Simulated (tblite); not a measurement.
# C4H9NOSi: the cost of one run

Computed with tblite 0.8.0 (tight binding) and PySCF 2.14.0 (DFT, with response routines of our own); each step states its level. Atoms count from 0 throughout.

## 1. The molecule as given

16 atoms, charge 0, multiplicity 1; geometry from: MMFF94s geometry.

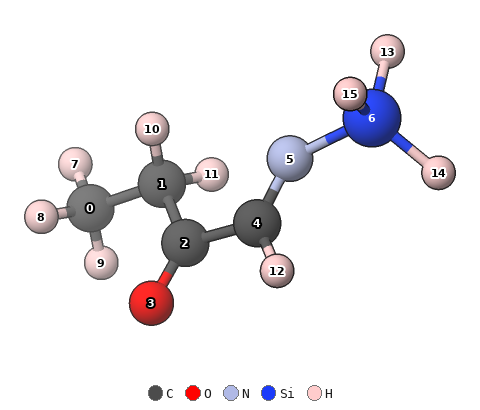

The starting geometry (carbon dark grey, oxygen red, nitrogen light blue, silicon blue, hydrogen pink), atoms numbered.

## 2. GFN2-xTB relaxation, conformer 1

Job settings and geometry (Å):

```
{"job": {"xc": "GFN2-xTB", "basis": "xTB", "kind": "relax"}, "charge": 0, "multiplicity": 1}
C     -2.845300    -0.126100     0.100900
C     -1.343800     0.059000    -0.060600
C     -0.563300    -0.526200     1.083600
O     -1.055600    -1.073900     2.041100
C      0.932000    -0.412700     0.962400
N      1.457800     0.234300     0.024200
Si     3.106800     0.551700    -0.409100
H     -3.376100     0.305700    -0.743300
H     -3.187900     0.352800     1.014700
H     -3.088600    -1.183700     0.165400
H     -1.078500     1.116600    -0.129300
H     -0.985000    -0.410000    -0.979700
H      1.481300    -0.959200     1.751500
H      2.969200     1.034500    -1.800200
H      3.969900    -0.653500    -0.320200
H      3.607500     1.595400     0.516800
```

Launch:

```bash
$ OMP_NUM_THREADS=1 python ens_run.py task.json out
```

One launch serves the whole session.

Q: Estimate the wall time of this first job on 1 thread of Intel Xeon at 2.50GHz, shared host.

About 2 s.
